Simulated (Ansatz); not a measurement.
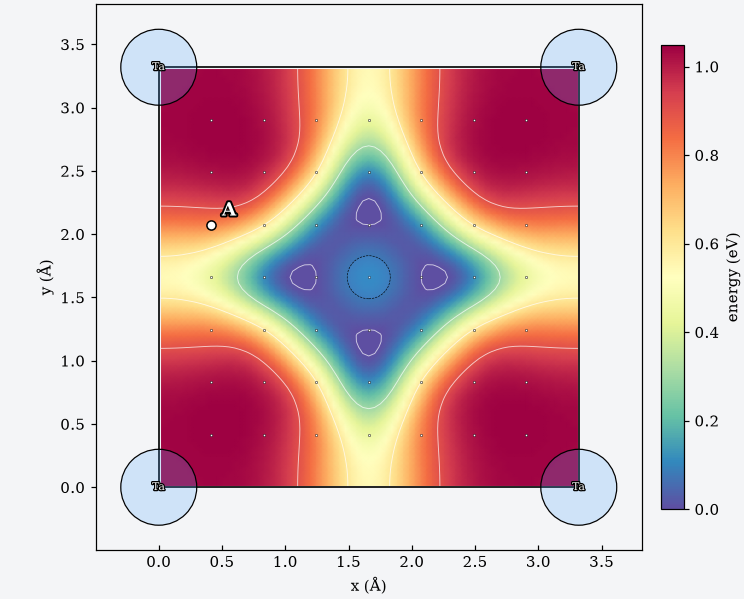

O on a Ta(100) slab cut from the Im-3m phase, its upper half relaxed before the scan (16 atoms of substrate and one adsorbate in a 2 × 2 cell). 
- O is moved over the surface cell; relaxed at each place: the height of the adsorbate's atoms; substrate rigid; the origin of the map has the adsorbate above Ta13.
- Places are given modulo a cell vector. The map is drawn in real space over the plane of the surface.
- The grid has 8 × 8 points; 15 points were computed and 49 follow by symmetry.
- Places are given in fractions of the 1 × 1 surface cell.
- Energies are in eV, from the lowest grid point.
- These are results of DFT PBE, scalar-relativistic, plane waves, PAW (Ansatz 0.2.0), not measurements. Settings: cutoff 420 eV, k-mesh 4×4×1, gaussian smearing 0.1 eV, no spin polarisation.

The picture shows a smooth colour map with a few white contour lines, dots at the grid points, labelled circles for the atoms of the top layer and small ones for the second layer, the outline of one cell of the plane, the point A. Between grid points the surface is interpolated.

Is A at rest? If not, where is it pushed?

A, at (1/8, 5/8) of the cell vectors, is not a stationary point. The computed force is 0.93 eV/Å in the plane, pointing down in the picture (components 0.10 and −0.93 eV/Å).

PAW datasets: the set soft_1.
